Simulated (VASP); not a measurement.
Energy against volume of SrCl2 (fluorite). All values below come from PBE GGA with D4 dispersion, VASP's PBE PAW potentials (set 64) (plane waves; VASP).

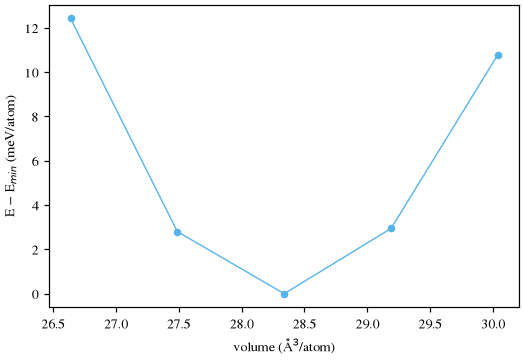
Fig. 1. Energy against volume

### Question
Estimate the equilibrium volume and the bulk modulus.

### Answer
The minimum lies near 28.3 Å³/atom, and the curvature gives B0 of about 36 GPa.

Measured: a 6.974 Å (computed value off by +0.0 %), as given by Kanchana et al., Calculated structural, elastic and electronic properties of SrCl2 (2010). The calculation is for a static lattice, while the measured a holds thermal and zero-point effects, which are part of the difference.

The compound is SrCl2 in the fluorite structure. It was relaxed first.
